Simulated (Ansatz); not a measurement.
System: F$_{3}$H$_{4}$NSi$_{2}$ (SMILES F[SiH2]N[SiH](F)F).

Input file:

```
crystal:
  periodic: [false, false, false]
  atoms:
    - symbol: F
      position_ang: [-2.932324, 0.068474, 2.852671]
    - symbol: F
      position_ang: [1.644580, 0.003942, 2.290712]
    - symbol: F
      position_ang: [1.469235, -1.245501, 0.087357]
    - symbol: "N"
      position_ang: [-0.742206, -1.203154, 1.698971]
    - symbol: Si
      position_ang: [-2.412001, -0.758278, 1.566703]
    - symbol: Si
      position_ang: [0.619714, -0.343105, 1.106441]
    - symbol: H
      position_ang: [-3.223632, -1.994204, 1.495594]
    - symbol: H
      position_ang: [-2.551382, 0.115267, 0.382453]
    - symbol: H
      position_ang: [-0.548348, -2.042725, 2.240883]
    - symbol: H
      position_ang: [0.166216, 0.884702, 0.438760]
basis:
  gaussian: {orbitals: def2-SVPD}
total_charge: 0
hamiltonian: {xc: {name: PBE0}}
output: {forces: true, orbitals: {seedname: orbitals}}
```

Launched as:

```sh
ansatz run input.yaml --threads 2 --pin off --max-ram 4350MiB --events-out events.jsonl --progress --plain --runs-dir runs
```

Geometry: B3LYP/6-31G*.

The calculation used Ansatz 0.2.0, isolated molecule in a Gaussian basis; Kohn-Sham density functional theory, functional PBE0.

What will maps of the electron density and electron localisation function show?

Si–N (1.72 Å): the density is about 1.1 e/Å³ at the midpoint; the ELF peaks at about 0.90 between the atoms, as expected for a polar covalent bond.
N–H (1.02 Å): the density is about 2.7 e/Å³ at the midpoint; the ELF climbs to about 1 towards the hydrogen, as it does in any bond to H; a covalent bond by its length.
Si–H (1.47 Å): the density is about 0.82 e/Å³ at the midpoint; the ELF climbs to about 1 towards the hydrogen.

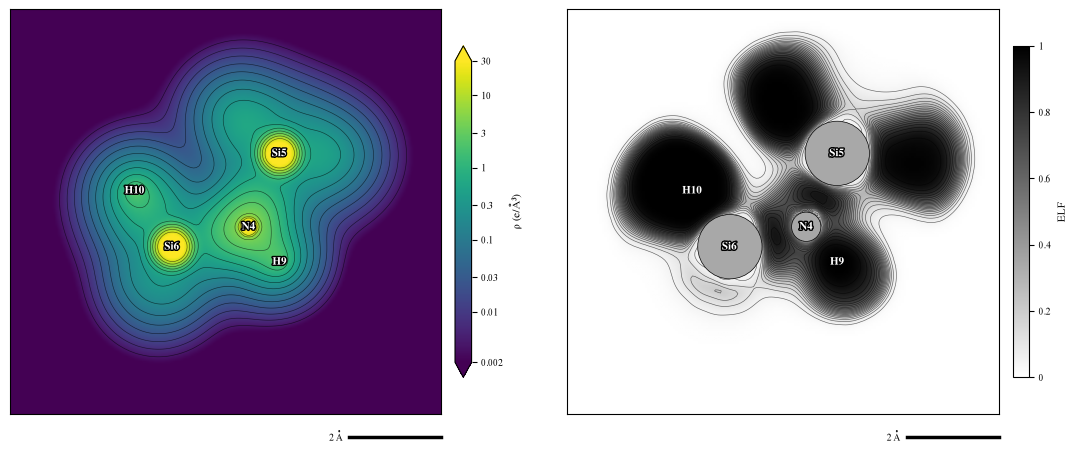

Computed electron density and electron localisation function on the plane of atoms N4, Si6 and H10, in this order. Grey discs cover the atomic cores in the ELF map. 
